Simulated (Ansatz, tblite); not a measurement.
# The cluster Al2Cu3+: adding an electron

Aim: the energy of adding an electron for the cluster Al2Cu3+, by energy differences, and how well orbital energies stand in for it.

Method: as each input shows; program: Ansatz 0.2.0, Gaussian basis.

Plan: charge 0 doublet, at the geometry of the singlet (PBE0-D4/def2-TZVP, PBE-D4/def2-TZVP, r2SCAN-D4/def2-TZVP); the starting singlet's energies come from earlier runs.

2 further runs of the same task are left out: 2 set aside as unsound or not needed. Runs told in other sessions of the task aren't counted.

## (1) The structure

The singlet was relaxed beforehand with r2SCAN-D4/def2-SVP. At that level it is the lowest of the isomers that a small search found.

5 atoms, charge 1, spin multiplicity 1.

Atoms are counted from 1 here; the program's logs count them from 0.

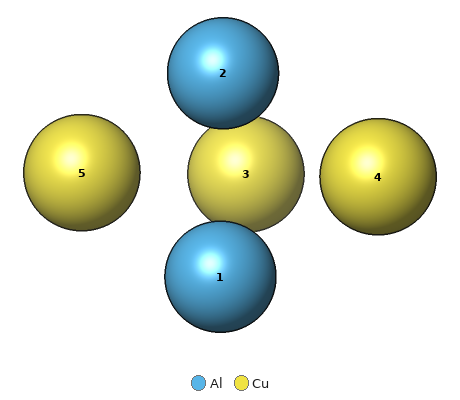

The structure; aluminium blue, copper yellow; atoms are numbered from 1 in the order of the file.

No spin-orbit coupling is included. The ion is computed in the gas phase, without counter-ions or solvent.

## (2) Charge 0 doublet at the fixed geometry, PBE0-D4/def2-TZVP

Contents of in.yaml:

```yaml
crystal:
  periodic: [false, false, false]
  atoms:
    - {symbol: Al, position_ang: [0.137341, -1.402245, -0.434514]}
    - {symbol: Al, position_ang: [-0.377712, 0.354794, 1.380368]}
    - {symbol: Cu, position_ang: [0.237085, 1.033111, -0.932895]}
    - {symbol: Cu, position_ang: [1.832295, 0.033328, 0.487725]}
    - {symbol: Cu, position_ang: [-1.828998, -0.018988, -0.500675]}
basis:
  gaussian: {orbitals: def2-TZVP}
magnetization: {spin_polarized: true, initial_magnetization: 1}
hamiltonian: {xc: pbe0, dispersion: d4}
scf: {omitted_lower_state_checks: [starts]}
output: {orbitals: {seedname: orbitals}}
```

Run with:

```console
ansatz run in.yaml --threads 4 --pin off --events-out ev --progress --plain --max-ram 4787MiB
```

Output:

```text
Functional definition: PBE0
  name "PBE0"
  cite "Adamo & Barone, J. Chem. Phys. 110, 6158 (1999) doi:10.1063/1.478522"
  cite "Perdew, Burke & Ernzerhof, Phys. Rev. Lett. 77, 3865 (1996) doi:10.1103/PhysRevLett.77.3865"
  parent pbe
  parameter a = 0.25
  parameter kappa = 0.804
  parameter beta = 0.06672455060314922
  exchange = (1 - a)*pbe_x(kappa = kappa, mu = beta*pi^2/3) + a*exact_x
  correlation = pbe_c(beta = beta)
these checks for a lower state are left out or cut short: starts
1871 factors; integrals over basis functions are off by at most 6.6e-4 eV
mean field evaluation 1: about -147080.5461 eV, gradient 7.0e1 eV
mean field evaluation 2: about -145941.4171 eV, gradient 5.6e2 eV
mean field evaluation 4: about -147090.6996 eV, gradient 3.1e1 eV
mean field evaluation 8: about -147092.2999 eV, gradient 2.4e-1 eV
mean field evaluation 16: about -147092.5398 eV, gradient 1.9e-2 eV
mean field -147092.53980100 eV, -5405.5511347822 hartree, gradient 4.0e-5 eV, S^2 0.769101; 0 other end points of the search recorded, 0 dependent functions left out
reference -147092.53983137 eV, -5405.5511358985 hartree; 57, 56 occupied and 152, 153 virtual orbitals, 1871 factors
Total energy: -147092.76021373 eV, -5405.5592348008 hartree
Checks for a lower state left out: starts
```

Wall time 16 s (4 threads of Arm Neoverse V1, shared host); peak memory 1.2 GiB.

Report: HOMO -4.24 eV, LUMO -2.27 eV (over both spins); ⟨S²⟩ 0.769 (pure: 0.75).

## (3) Charge 0 doublet at the fixed geometry, PBE-D4/def2-TZVP

start.molden holds the orbitals of an earlier run on this state, given as this run's starting guess.

in.yaml, as its differences from that of step 2:

```diff
@@ -9,5 +9,5 @@
 basis:
-  gaussian: {orbitals: def2-TZVP}
+  gaussian: {orbitals: def2-TZVP, initial_orbitals: start.molden}
 magnetization: {spin_polarized: true, initial_magnetization: 1}
-hamiltonian: {xc: pbe0, dispersion: d4}
+hamiltonian: {xc: pbe, dispersion: d4}
 scf: {omitted_lower_state_checks: [starts]}
```

Launched as before.

Output:

```text
Functional definition: PBE
  name "PBE"
  cite "Perdew, Burke & Ernzerhof, Phys. Rev. Lett. 77, 3865 (1996) doi:10.1103/PhysRevLett.77.3865"
  parent pbe
  parameter kappa = 0.804
  parameter beta = 0.06672455060314922
  exchange = pbe_x(kappa = kappa, mu = beta*pi^2/3)
  correlation = pbe_c(beta = beta)
these checks for a lower state are left out or cut short: starts
1877 factors; their error is unknown
mean field evaluation 1: about -147092.1970 eV, gradient 1.1e1 eV
mean field evaluation 2: about -147092.5545 eV, gradient 5.5e-1 eV
mean field evaluation 4: about -147092.4702 eV, gradient 5.0e-2 eV
mean field evaluation 8: about -147092.4702 eV, gradient 1.8e-5 eV
mean field -147092.47019993 eV, -5405.5485769901 hartree, gradient 1.8e-5 eV, S^2 0.760478; 0 other end points of the search recorded, 0 dependent functions left out
reference -147092.47024039 eV, -5405.5485784769 hartree; 57, 56 occupied and 152, 153 virtual orbitals, 1877 factors
Total energy: -147092.73028688 eV, -5405.5581350093 hartree
Checks for a lower state left out: starts
```

It took 10 s on 4 threads of Arm Neoverse V1, shared host.

From the report: HOMO -3.53 eV, LUMO -3.13 eV (over both spins); ⟨S²⟩ 0.760 (pure: 0.75).

## (4) Charge 0 doublet at the fixed geometry, r2SCAN-D4/def2-TZVP

in.yaml, as its differences from that of step 3:

```diff
@@ -11,3 +11,3 @@
 magnetization: {spin_polarized: true, initial_magnetization: 1}
-hamiltonian: {xc: pbe, dispersion: d4}
+hamiltonian: {xc: r2scan, dispersion: d4}
 scf: {omitted_lower_state_checks: [starts]}
```

Launched as before.

Output:

```text
Functional definition: r2SCAN
  name "r2SCAN"
  cite "Furness, Kaplan, Ning, Perdew & Sun, J. Phys. Chem. Lett. 11, 8208 (2020) doi:10.1021/acs.jpclett.0c02405"
  cite "Furness, Kaplan, Ning, Perdew & Sun, J. Phys. Chem. Lett. 11, 9248 (2020) doi:10.1021/acs.jpclett.0c03077"
  parent r2scan
  parameter k0 = 0.174
  parameter k1 = 0.065
  parameter a1 = 4.9479
  exchange = r2scan_x(k0 = k0, k1 = k1, a1 = a1)
  correlation = r2scan_c
these checks for a lower state are left out or cut short: starts
1877 factors; their error is unknown
mean field evaluation 1: about -147116.5995 eV, gradient 7.1e0 eV
mean field evaluation 2: about -147116.7978 eV, gradient 4.1e-1 eV
mean field evaluation 4: about -147116.7172 eV, gradient 6.6e-2 eV
mean field evaluation 8: about -147116.7173 eV, gradient 1.7e-5 eV
mean field -147116.71725252 eV, -5406.4396397375 hartree, gradient 1.6e-5 eV, S^2 0.778081; 0 other end points of the search recorded, 0 dependent functions left out
reference -147116.71727360 eV, -5406.4396405125 hartree; 57, 56 occupied and 152, 153 virtual orbitals, 1877 factors
Total energy: -147116.76258745 eV, -5406.4413057656 hartree
Checks for a lower state left out: starts
```

Run time: 25 s. Hardware: 4 threads of Arm Neoverse V1, shared host; peak memory 0.57 GiB.

Report: HOMO -3.69 eV, LUMO -2.88 eV (over both spins); ⟨S²⟩ 0.778 (pure: 0.75).

## (5) Vertical electron affinity

Starting state less charged state (positive: the electron is bound), singlet to doublet; the starting state's energies are those of its earlier runs.

```
              level  vertical electron affinity (eV)  time
   PBE-D4/def2-TZVP                            +5.75  14 s
r2SCAN-D4/def2-TZVP                            +5.80  34 s
  PBE0-D4/def2-TZVP                            +5.76  25 s
```

Times add the two runs; a level without a time comes out of a correlated run.

Beside −ε(LUMO) of the starting state:

| level | −ε(LUMO) (eV) | by difference (eV) | mismatch (eV) |
| --- | --- | --- | --- |
| PBE-D4/def2-TZVP | 7.95 | 5.75 | +2.20 |
| r2SCAN-D4/def2-TZVP | 7.85 | 5.80 | +2.05 |
| PBE0-D4/def2-TZVP | 7.25 | 5.76 | +1.48 |

## (6) Outcome

```
                                            quantity                                 value
vertical electron affinity, functionals in def2-TZVP  5.75 (PBE-D4) to 5.80 eV (r2SCAN-D4)
```

In words: The vertical electron affinity spans 5.75 to 5.80 eV over the functionals. −ε(LUMO) misses the level's own difference by +1.48 eV at best (PBE0-D4) and +2.20 eV at worst (PBE-D4). The charged states' spins were chosen beforehand and needn't be their lowest.
